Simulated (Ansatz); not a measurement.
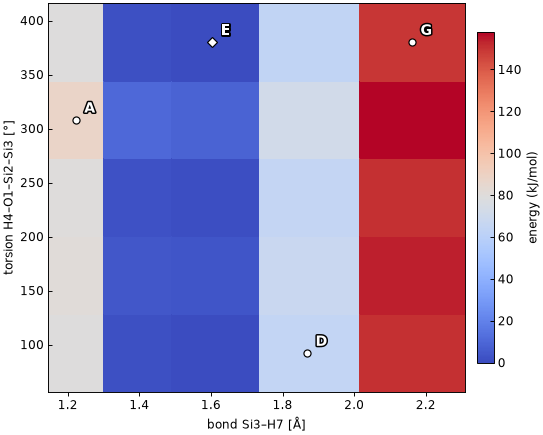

H₅OSi₂, SMILES O[SiH][SiH3], spin multiplicity 2. 
- Two internal coordinates are moved rigidly from the geometry relaxed at PBE0-D4/def2-TZVP, all others fixed.
- First axis: bond Si3–H7. Second axis: torsion H4–O1–Si2–Si3.
- The scan uses a 5 × 5 grid.
- Energies are in kJ/mol, from the lowest grid point.
- Theory: Ansatz 0.2.0, UHF-CCSD(T), frozen core/def2-TZVPP.

In the figure: one coloured cell a grid point, lettered points.

Is G the lowest point of the computed grid?

No. G lies 149 kJ/mol above the lowest grid point, which is at bond Si3–H7 = 1.604 Å, torsion H4–O1–Si2–Si3 = 380°.

Rank the lettered points by energy, lowest first.

E (0 kJ/mol), D (65 kJ/mol), A (88 kJ/mol), G (149 kJ/mol).
